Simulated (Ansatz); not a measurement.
**Bands, cutoff and cost in G0W0 for P (puckered monolayer)**

How do accuracy and time trade against each other in G0W0 on P (puckered monolayer)?

Calculated with Ansatz 0.2.0; G0W0 on PBEsol, plane waves, PAW.

### Step 1. The structure

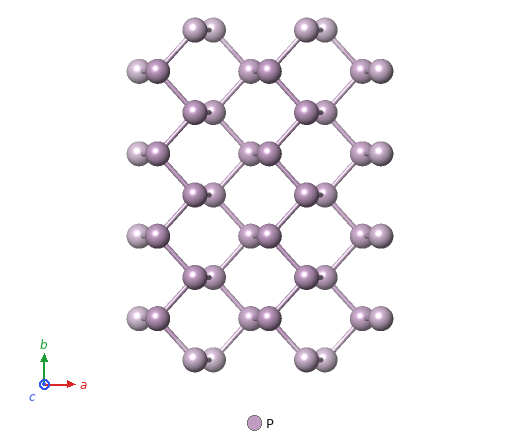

Start, viewed from above; phosphorus pink. 2×3×1 cells are drawn. Some periodic images of atoms are drawn too.

The cell holds 4 atoms: 4 P. Cell: a = 4.444 Å, b = 3.283 Å, c = 27.400 Å, α = 90.0°, β = 90.0°, γ = 90.0°. Vacuum lies along c.

The structure was relaxed with PBEsol. The runs that relaxed it are not among those shown. The default PAW set here is soft_2. Its files were made with PBE. The Coulomb interaction is cut off across the vacuum.

### Step 2. 172 empty bands, screening to 33 eV

G0W0 replaces the xc potential by the self-energy, built once from these orbitals. Only a window of levels is corrected, while the sums run over the empty bands that the input names.

File input.yaml:

```yaml
crystal:
  lattice:
    - [4.44437393, 0.0, 0.0]
    - [0.0, 3.2826980345, 0.0]
    - [0.0, 0.0, 27.4]
  atoms:
    - { symbol: P, position: [0.0828742293, 0.0, 0.538556083] }
    - { symbol: P, position: [0.4171257707, 0.5, 0.538556083] }
    - { symbol: P, position: [0.5828742293, 0.5, 0.461443917] }
    - { symbol: P, position: [0.9171257707, 0.0, 0.461443917] }
  periodic: [true, true, false]
kpoints:
  mp_grid: { grid: [6, 8, 1] }
hamiltonian:
  xc: pbesol
scf:
  occupations: { method: fixed }
gw:
  n_empty_bands: 172
  ecut_chi: 33.0
  qp_bands: [v2, c2]
  qp_kpoints: band_edges
  screening: { model: contour_deformation }
```

Started as:

```bash
$ ansatz run input.yaml --threads 2 --pin off --max-ram 92160MiB --backend cuda --events-out ev --progress --plain --runs-dir out --devices 1 --max-vram 13GiB  # rebuilt from the run's record
```

Numbers of over 12 decimals in the logs are rounded to 6 here.

Log:

```text
GPUs: using 1 of 1 available (devices: 1).
Engine: ansatz 0.2.0, x86_64-unknown-linux-gnu
Pseudopotentials: kind: paw
Pseudopotential: P, paw, valence charge 5, recommended cutoff 420 eV (normal), P.paw.azcp
Functional definition: PBEsol
  exchange = pbesol_x
  correlation = pbesol_c
device memory: the entry about to start is reckoned to put 1.5 GiB on a device that reports 60.8 GiB free (of which the cap on the GPU budget leaves the run 13.0 GiB)
GPU FFT provider: cuFFT
GPU libraries: cuBLAS 13.8.2, cuFFT 12.4.0, cuSOLVER 12.3.4
Crystal: 4 atoms, lattice volume = 399.753 Å³
Basis set: ecut = 420 eV, 7855 PW (Γ)
Bands: 14, of which v1, the nominal top of the filled ones, is band 10 counted from 1 (9 counted from 0)
Symmetry: 8 space group operations
Space group: Pmna (ITA 53), of the structure as read, at distance tolerance 7.4e-5 Å
k-points: 20 of 48
Non-local potential: P, projectors of the file, l = 0: 2, l = 1: 2, l = 2: 2
PAW form: soft (Blöchl's): semilocal exchange-correlation on the pseudo side does not see the compensation charge
PAW frozen core: P, regenerated for the run's functional, and the local potential with it (the file was generated under x = pbe(κ = 0.804, μ = 0.219515), c = pbe(β = 0.066725))
PAW one-centre angular grid: P, 110 points (default); XC on 64 Gauss nodes
Initial density: superposition of atomic densities (neutral atoms: chi_scale 0, normalization atom), corrected by the library's trained network
Initial wavefunctions: pseudopotential atomic-orbital guess
GPU buffer pool allocated for 138240 grid points (all kernels)
GPU transforms: local potential and band sums: pruned to the plane-wave sphere, on 30×24×192
Functional: x = pbesol(κ = 0.804, μ = 0.123457), c = pbesol(β = 0.046)
SCF iter   1: F=—  HF=-2959.927250 eV  |F-HF|=—  |Δ(HF+E_count)|=         —  Δρ=1.53e-3  dr2=1.08e-2  ethr=1.77e-3  ⟨swp⟩=7.4  Hψ=2114  notcnv=0  defer=38
preconditioner: auto → Resta (q_TF=auto, 1.656 Å⁻¹)  ε∞=1.9  [insulator: Δε(μ)=0.696 eV  Ē_g=8.836 eV  n_scr=28 (ndim 8)  ℏωp=8.3 eV  f_vac=0.757  ε∞_Penn≈1.9  vacuum switching on, ρ_ref=5.7e-3 e/Å³]
SCF iter   2: F=—  HF=-2959.925972 eV  |F-HF|=—  |Δ(HF+E_count)|=   1.28e-3  Δρ=6.66e-4  dr2=1.63e-3  ethr=5.38e-5  ⟨swp⟩=3.6  Hψ=889  notcnv=0  defer=40
SCF iter   3: F=—  HF=-2959.926050 eV  |F-HF|=—  |Δ(HF+E_count)|=   7.77e-5  Δρ=1.25e-4  dr2=6.21e-5  ethr=8.15e-6  ⟨swp⟩=2.9  Hψ=613  notcnv=0  defer=40
SCF iter   4: F=—  HF=-2959.926082 eV  |F-HF|=—  |Δ(HF+E_count)|=   3.23e-5  Δρ=3.46e-5  dr2=6.17e-6  ethr=3.11e-7  ⟨swp⟩=3.0  Hψ=582  notcnv=0  defer=40
SCF iter   5: F=—  HF=-2959.926086 eV  |F-HF|=—  |Δ(HF+E_count)|=   3.82e-6  Δρ=1.07e-5  dr2=3.85e-7  ethr=3.08e-8  ⟨swp⟩=3.2  Hψ=618  notcnv=0  defer=40
SCF iter   6: F=-2959.926086 eV  HF=-2959.926086 eV  |F-HF|=2.10e-8  |Δ(HF+E_count)|=   5.52e-7  Δρ=1.69e-6  dr2=1.15e-8  ethr=5.00e-10  ⟨swp⟩=10.9  Hψ=1809  notcnv=0
SCF 1 converged in 6 iterations: F = -2959.926086 eV  dr2 = 1.15e-8
  greatest PAW one-centre occupation: 0.807 electrons in one spin orbital (limit 2), on the P atom at site 1 (counted from 0), in its partial waves of l = 0
device memory: the entry about to start is reckoned to put 1.5 GiB (of the 1.7 GiB reckoned in all, the device holds 0.2 GiB already) on a device that reports 60.5 GiB free (of which the cap on the GPU budget leaves the run 12.8 GiB)
NSCF: frozen V_eff on 20 k-points, pencils in batches of 32, up to order 56
the band table was solved once the SCF had ended and its energy, with any forces and stress, was formed, with the checks that follow a solve (2667 applications of the Hamiltonian). They found nothing against the state; the energy, forces and stress were not computed again (output.eigenvalues in the input reference)
device memory: the entry about to start is reckoned to put 3.4 GiB on a device that reports 60.6 GiB free (of which the cap on the GPU budget leaves the run 13.0 GiB)
NSCF: frozen V_eff on 20 k-points
G₀W₀ screening: q 1/20
[... further progress lines ...]
SCF converged after 6 iterations
Free energy (F): -2959.926086 eV
Harris-Foulkes:  -2959.926086 eV  (|F-HF|=2.10e-8)
Internal energy: -2959.926086 eV  (E = F + TS)
E sigma→0 (E₀):  -2959.926086 eV
Fermi energy:    -4.952811 eV
--- Per-component energies (eV) ---
  E_band       = -223.903233
  E_kinetic    = 280.202357
  E_local      = -13820.890919  (includes V_loc(G=0)·N_el)
  E_nonlocal   = 136.514971
  E_hartree    = 6726.070013
  E_xc         = -242.925596
  E_vxc        = -241.262184  (∫ρ·V_xc dr)
  E_paw        = -2216.508540  (= ΣΔE_a)
  E_vpaw       = -30.612788  (= ΣTr[D̂ρ^β])
  E_aug_tail   = 0.000012  (compensation charges beyond the density's cutoff)
  E_ewald      = 6177.427232
  E_core_change = 0.184384  (= ΣΔE_core)
  E_smearing   = -0.000000  (= −TS)
  E_closure    = -0.000000  (closes the sum)
  Σ components = -2959.926086   (vs F -2959.926086, Δ=0.00e0)
--- Band table (eV; the first three rows and the last of 20) ---
  k-point 0: bands = [... 6 lower, -8.4231, -6.8569, -6.7010, -4.9528, -4.2425, -3.4640, -2.2584, -1.5093]
  k-point 1: bands = [... 6 lower, -9.3344, -7.5661, -6.7632, -4.9936, -4.0607, -2.4823, -2.0221, -1.0070]
  k-point 2: bands = [... 6 lower, -9.0858, -7.9530, -6.6601, -5.4049, -3.7959, -3.5290, -1.7525, -1.3624]
  k-point 19: bands = [... 6 lower, -9.8504, -9.8504, -6.2393, -6.2393, -2.5980, -2.5980, -0.7758, -0.7758]
--- G₀W₀: contour deformation, 6 samples at zero and on the imaginary axis and 1 off it, 48 q-points, 172 empty bands' worth ---
  eigenvalues of the whole cell's RPA ε∞ on this k-mesh (on a slab, of 1 + 4πα/V) = 1.1592, 3.3702, 6.8821; static W/v taken at q = 0 is 0.429597
  gw.qp_kpoints: band_edges: 11 of 20 stored k-points solved, in 1 pass; an edge of the gap read off the rows below is read off those points alone
    valence top: of the k-points left out ik 11 came nearest to being solved in a further pass, in band 10 (counted from 1, as in the quasiparticle table): it holds the edge there only if its correction is more favourable than any solved in that band by at least 0.651 eV; those differ by 0.152 eV
    conduction bottom: of the k-points left out ik 8 came nearest to being solved in a further pass, in band 11 (counted from 1, as in the quasiparticle table): it holds the edge there only if its correction is more favourable than any solved in that band by at least 0.707 eV; those differ by 0.600 eV
  `?` marks the rows in doubt; gw_qp.tsv's column doubts and the gw_qp event give each row's grounds
    ik  band        ε_KS         Σx   Σc(E_QP)       V_xc       Z   E_QP_lin       E_QP  E_QP is
     0     9     -6.7010   -16.9232     1.9616   -15.0492  0.6916    -6.6140    -6.6133  root
     0    10     -4.9528   -14.9807     1.3300   -13.6798  0.6931    -4.9238    -4.9236  root
     0    11     -4.2425    -7.7764    -3.0228   -11.3790  0.7035    -3.5741    -3.6627  root ?
     0    12     -3.4640    -8.0159    -3.7131   -12.5302  0.7025    -2.5764    -2.6628  root ?
     1     9     -6.7632   -14.7911     2.1938   -12.4284  0.6621    -6.9353    -6.9321  root
     1    10     -4.9936   -15.4297     1.4592   -13.9978  0.6915    -4.9665    -4.9664  root
     1    11     -4.0607    -7.7268    -3.1131   -11.4381  0.7025    -3.3762    -3.4625  root ?
     1    12     -2.4823    -8.6962    -3.9432   -13.4983  0.6812    -1.5396    -1.6234  root ?
     2     9     -6.6601   -15.2349     2.1815   -12.9170  0.6700    -6.7984    -6.7964  root
     2    10     -5.4049   -15.5898     1.6270   -13.9686  0.6868    -5.3992    -5.3992  root
     2    11     -3.7959    -8.1976    -3.5275   -12.3836  0.7016    -2.9842    -3.1375  root ?
     2    12     -3.5290    -7.6432    -3.3950   -11.6613  0.6981    -2.7993    -2.9058  root ?
     3     9     -6.9980   -15.3171     2.1431   -13.0748  0.6631    -7.0982    -7.0972  root
     3    10     -6.2267   -15.4267     1.8837   -13.4969  0.6745    -6.2731    -6.2729  root
     3    11     -3.9691    -7.9422    -3.2216   -11.7780  0.7042    -3.2545    -3.3548  root ?
     3    12     -3.2860    -7.2364    -3.7845   -11.6688  0.7004    -2.4996    -2.6381  root ?
     4     9     -7.0083   -15.1961     2.1262   -12.9798  0.6572    -7.0991    -7.0983  root
     4    10     -7.0083   -15.1961     2.1262   -12.9798  0.6572    -7.0991    -7.0983  root
     4    11     -3.7548    -7.9937    -3.6181   -12.2644  0.7010    -2.9587    -3.1022  root ?
     4    12     -3.7548    -7.9937    -3.6181   -12.2644  0.7010    -2.9587    -3.1022  root ?
     5     9     -6.1147   -15.2749     1.8892   -13.3010  0.6773    -6.2001    -6.1994  root
     5    10     -5.8427   -14.6626     1.5022   -13.1423  0.6792    -5.8609    -5.8608  root
     5    11     -3.4722    -7.8409    -3.0318   -11.4447  0.6963    -2.8269    -2.9003  root
     5    12     -3.3425    -7.7872    -3.8089   -12.4147  0.7028    -2.4401    -2.5239  root ?
     9     9     -6.5097   -15.5109     2.1009   -13.3124  0.6711    -6.6084    -6.6073  root
     9    10     -6.5097   -15.5109     2.1009   -13.3124  0.6711    -6.6084    -6.6073  root
     9    11     -3.7844    -7.6414    -3.5633   -11.8469  0.7036    -3.0126    -3.1422  root ?
     9    12     -3.7844    -7.6414    -3.5633   -11.8469  0.7036    -3.0126    -3.1422  root ?
    10     9     -6.9915   -15.2942     2.2809   -12.9198  0.6451    -7.0860    -7.0849  root
    10    10     -5.2357   -15.7873     1.6049   -14.2186  0.6941    -5.1996    -5.1994  root
    10    11     -3.0635    -8.0399    -3.7131   -12.5426  0.6980    -2.1879    -2.2738  root ?
    10    12     -3.0518    -9.4113    -3.4642   -14.1107  0.7003    -2.0578    -1.8166  root ?
    13     9     -6.8757   -15.0894     2.2503   -12.6931  0.6603    -7.0239    -7.0216  root
    13    10     -6.0572   -15.4910     1.9801   -13.4287  0.6779    -6.1400    -6.1393  root
    13    11     -3.1754    -7.9290    -3.6878   -12.2732  0.6968    -2.3685    -2.5191  root ?
    13    12     -2.3768    -7.4227    -3.9101   -11.9959  0.6854    -1.5530    -1.7137  root ?
    16     9     -5.8728   -15.9294     1.8208   -14.1274  0.6864    -5.8541    -5.8540  root
    16    10     -5.8728   -15.9294     1.8208   -14.1274  0.6864    -5.8541    -5.8540  root
    16    11     -2.2329    -8.7450    -3.7473   -13.6637  0.6833    -1.2604    -1.0615  root ?
    16    12     -2.2329    -8.7450    -3.7473   -13.6637  0.6833    -1.2604    -1.0615  root ?
    19     9     -6.2393   -15.4447     2.0947   -13.2344  0.6736    -6.3562    -6.3549  root
    19    10     -6.2393   -15.4447     2.0947   -13.2344  0.6736    -6.3562    -6.3549  root
    19    11     -2.5980    -7.4271    -3.8128   -11.9006  0.6924    -1.7811    -1.9373  root ?
    19    12     -2.5980    -7.4271    -3.8128   -11.9006  0.6924    -1.7811    -1.9373  root ?
```

The job ended after 21 s (1 × NVIDIA H100 80GB HBM3 (shared by 6 runs) with 2 threads of AMD EPYC 7R13 (Zen 3), shared host; peak memory 1.7 GiB).

The column dr2 measures how far the density is from self-consistency, as an energy; F and HF (Harris–Foulkes) agree once it is small.

Numbers from this step:

```yaml
bands_summed: 182
plane_waves_in_the_screening_matrix: 183
q_points_in_the_mesh: 48
g0w0_gap_on_the_mesh: 1.261 eV
k_of_the_valence_top: 0, 0, 0
k_of_the_conduction_bottom: 0, 0, 0
starting_gap_on_the_mesh: 0.7103 eV
z_at_the_valence_top: 0.6931
z_at_the_conduction_bottom: 0.7035
least_direct_g0w0_gap_on_the_computed_points: 1.261 eV
```

The gap on the mesh goes from 0.71 eV to 1.26 eV, a correction of +0.55 eV. The program marks an edge row as in doubt. Between the two edge states, bare exchange in place of the xc potential would open the gap by 4.90 eV, and correlation takes back 4.35 eV.

### Step 3. 486 empty bands, screening to 66 eV

Another rung: the empty bands reach about as high as the screening cutoff, so the two stay in balance.

input.yaml, as its differences from that of step 2:

```diff
@@ -18,4 +18,4 @@
 gw:
-  n_empty_bands: 172
-  ecut_chi: 33.0
+  n_empty_bands: 486
+  ecut_chi: 66.0
   qp_bands: [v2, c2]
```

Log:

```text
GPUs: using 1 of 1 available (devices: 1).
[...]
GPU FFT provider: cuFFT
GPU libraries: cuBLAS 13.8.2, cuFFT 12.4.0, cuSOLVER 12.3.4
Crystal: 4 atoms, lattice volume = 399.753 Å³
Basis set: ecut = 420 eV, 7855 PW (Γ)
Bands: 14, of which v1, the nominal top of the filled ones, is band 10 counted from 1 (9 counted from 0)
Symmetry: 8 space group operations
[...]
k-points: 20 of 48
[...]
GPU buffer pool allocated for 138240 grid points (all kernels)
[...]
SCF iter   1: F=—  HF=-2959.927250 eV  |F-HF|=—  |Δ(HF+E_count)|=         —  Δρ=1.53e-3  dr2=1.08e-2  ethr=1.77e-3  ⟨swp⟩=7.4  Hψ=2114  notcnv=0  defer=38
[...]
SCF iter   6: F=-2959.926086 eV  HF=-2959.926086 eV  |F-HF|=2.10e-8  |Δ(HF+E_count)|=   5.52e-7  Δρ=1.69e-6  dr2=1.15e-8  ethr=5.00e-10  ⟨swp⟩=10.9  Hψ=1809  notcnv=0
SCF 1 converged in 6 iterations: F = -2959.926086 eV  dr2 = 1.15e-8
[...]
NSCF: frozen V_eff on 20 k-points, pencils in batches of 32, up to order 56
[...]
NSCF: frozen V_eff on 20 k-points
G₀W₀ screening: q 1/20
[... further progress lines ...]
SCF converged after 6 iterations
Free energy (F): -2959.926086 eV
[...]
Internal energy: -2959.926086 eV  (E = F + TS)
E sigma→0 (E₀):  -2959.926086 eV
Fermi energy:    -4.952811 eV
[...]
--- Band table (eV; the first three rows and the last of 20) ---
  k-point 0: bands = [... 6 lower, -8.4231, -6.8569, -6.7010, -4.9528, -4.2425, -3.4640, -2.2584, -1.5093]
  k-point 1: bands = [... 6 lower, -9.3344, -7.5661, -6.7632, -4.9936, -4.0607, -2.4823, -2.0221, -1.0070]
  k-point 2: bands = [... 6 lower, -9.0858, -7.9530, -6.6601, -5.4049, -3.7959, -3.5290, -1.7525, -1.3624]
  k-point 19: bands = [... 6 lower, -9.8504, -9.8504, -6.2393, -6.2393, -2.5980, -2.5980, -0.7758, -0.7758]
[...]
0     9     -6.7010   -16.9232     1.6152   -15.0492  0.6841    -6.9675    -6.9597  root
     0    10     -4.9528   -14.9807     0.9998   -13.6798  0.6846    -5.2645    -5.2539  root
     0    11     -4.2425    -7.7764    -3.1734   -11.3790  0.6977    -3.7859    -3.8133  root
     0    12     -3.4640    -8.0159    -3.9666   -12.5302  0.6965    -2.8572    -2.9162  root
     1     9     -6.7632   -14.7911     1.9575   -12.4284  0.6565    -7.1948    -7.1685  root
     1    10     -4.9936   -15.4297     1.1255   -13.9978  0.6825    -5.3113    -5.3001  root
     1    11     -4.0607    -7.7268    -3.2712   -11.4381  0.6967    -3.5920    -3.6207  root
     1    12     -2.4823    -8.6962    -4.2371   -13.4983  0.6741    -1.8495    -1.9172  root
[...]
10    12     -3.0518    -9.4113    -4.0901   -14.1107  0.6927    -2.3521    -2.4425  root ?
[...]
19     9     -6.2393   -15.4447     1.8226   -13.2344  0.6654    -6.6486    -6.6270  root
    19    10     -6.2393   -15.4447     1.8226   -13.2344  0.6654    -6.6486    -6.6270  root
    19    11     -2.5980    -7.4271    -3.9656   -11.9006  0.6865    -2.0428    -2.0901  root
    19    12     -2.5980    -7.4271    -3.9656   -11.9006  0.6865    -2.0428    -2.0901  root
```

The job ended after 35 s (1 × NVIDIA H100 80GB HBM3 (shared by 6 runs) with 2 threads; peak memory 3.1 GiB; 60 s of CPU time).

This step gave:

```yaml
bands_summed: 496
plane_waves_in_the_screening_matrix: 485
q_points_in_the_mesh: 48
g0w0_gap_on_the_mesh: 1.441 eV
k_of_the_valence_top: 0, 0, 0
k_of_the_conduction_bottom: 0, 0, 0
starting_gap_on_the_mesh: 0.7103 eV
z_at_the_valence_top: 0.6846
z_at_the_conduction_bottom: 0.6977
least_direct_g0w0_gap_on_the_computed_points: 1.441 eV
```

Against the run with 6×8×1 mesh, 172 empty bands, screening to 33 eV, the gap moves by +0.18 eV.

### Step 4. 1047 empty bands, screening to 110 eV

input.yaml, as its differences from that of step 3:

```diff
@@ -17,5 +17,6 @@
   occupations: { method: fixed }
+  convergence: { dr2_threshold: 1.0e-10 }
 gw:
-  n_empty_bands: 486
-  ecut_chi: 66.0
+  n_empty_bands: 1047
+  ecut_chi: 110.0
   qp_bands: [v2, c2]
```

Log:

```text
GPUs: using 1 of 1 available (devices: 1).
[...]
GPU FFT provider: cuFFT
GPU libraries: cuBLAS 13.8.2, cuFFT 12.4.0, cuSOLVER 12.3.4
Crystal: 4 atoms, lattice volume = 399.753 Å³
Basis set: ecut = 420 eV, 7855 PW (Γ)
Bands: 14, of which v1, the nominal top of the filled ones, is band 10 counted from 1 (9 counted from 0)
Symmetry: 8 space group operations
[...]
k-points: 20 of 48
[...]
1    12     -2.4824    -8.6962    -4.3771   -13.4982  0.6716    -2.0294    -2.0575  root
[...]
19     9     -6.2394   -15.4447     1.6619   -13.2344  0.6629    -6.8480    -6.7878  root
    19    10     -6.2394   -15.4447     1.6619   -13.2344  0.6629    -6.8480    -6.7878  root
    19    11     -2.5982    -7.4271    -4.0877   -11.9005  0.6845    -2.1905    -2.2124  root
    19    12     -2.5982    -7.4271    -4.0877   -11.9005  0.6845    -2.1905    -2.2124  root
[key lines of the parts left out:]
SCF converged after 8 iterations
Free energy (F): -2959.926086 eV
Fermi energy:    -4.952978 eV
```

Run time: 99 s. Hardware: 1 × NVIDIA H100 80GB HBM3 (shared by 6 runs) with 2 threads; peak memory 7 GiB.

Numbers from this step:

```
bands summed                                 : 1057
plane waves in the screening matrix          : 1045
G0W0 gap on the mesh                         : 1.515 eV
k of the valence top                         : 0, 0, 0
k of the conduction bottom                   : 0, 0, 0
starting gap on the mesh                     : 0.7103 eV
least direct G0W0 gap on the computed points : 1.515 eV
```

Against the run with 6×8×1 mesh, 486 empty bands, screening to 66 eV, the gap moves by +0.07 eV.

### Step 5. 1923 empty bands, screening to 165 eV

input.yaml, as its differences from that of step 4:

```diff
@@ -17,6 +17,5 @@
   occupations: { method: fixed }
-  convergence: { dr2_threshold: 1.0e-10 }
 gw:
-  n_empty_bands: 1047
-  ecut_chi: 110.0
+  n_empty_bands: 1923
+  ecut_chi: 165.0
   qp_bands: [v2, c2]
```

Log:

```text
GPUs: using 1 of 1 available (devices: 1).
[...]
GPU FFT provider: cuFFT
GPU libraries: cuBLAS 13.8.2, cuFFT 12.4.0, cuSOLVER 12.3.4
Crystal: 4 atoms, lattice volume = 399.753 Å³
Basis set: ecut = 420 eV, 7855 PW (Γ)
Bands: 14, of which v1, the nominal top of the filled ones, is band 10 counted from 1 (9 counted from 0)
Symmetry: 8 space group operations
[...]
k-points: 20 of 48
[...]
16    12     -2.2329    -8.7450    -4.5525   -13.6637  0.6717    -1.8492    -1.8667  root
    19     9     -6.2393   -15.4447     1.5975   -13.2344  0.6620    -6.9449    -6.8520  root ?
    19    10     -6.2393   -15.4447     1.5975   -13.2344  0.6620    -6.9449    -6.8520  root ?
    19    11     -2.5980    -7.4271    -4.1593   -11.9006  0.6839    -2.2706    -2.2838  root
    19    12     -2.5980    -7.4271    -4.1593   -11.9006  0.6839    -2.2706    -2.2838  root
[key lines of the parts left out:]
SCF converged after 6 iterations
Free energy (F): -2959.926086 eV
Fermi energy:    -4.952811 eV
```

It took 7.2 min on 1 × NVIDIA H100 80GB HBM3 (shared by 6 runs) with 2 threads; peak memory 17 GiB.

This step gave:

```yaml
bands_summed: 1933
plane_waves_in_the_screening_matrix: 1955
g0w0_gap_on_the_mesh: 1.527 eV
k_of_the_valence_top: 0, 0, 0
k_of_the_conduction_bottom: 0, 0, 0
starting_gap_on_the_mesh: 0.7103 eV
least_direct_g0w0_gap_on_the_computed_points: 1.527 eV
```

Against the run with 6×8×1 mesh, 1047 empty bands, screening to 110 eV, the gap moves by +0.012 eV.

(Part 1 of 2 ends here.)

[Paths, hosts, dates, memory and timing lines, banners, echoed tables and standing remarks are left out of the program output.]

[Logs are printed without paths, hosts, clocks, repeated set-up lines and the standing remarks that a program may print on its own settings, such as how far it seeks lower states.]

[Runs of the session that timed out or met a known fault of the program may be left out.]

[Cells called generated may have been cut or substituted from an entry of the Crystallography Open Database or the Materials Project.]

[Hosts, paths, dates, database ids (printed as entryN), source tags and the programs' standing remarks are cut or masked in the printed files.]
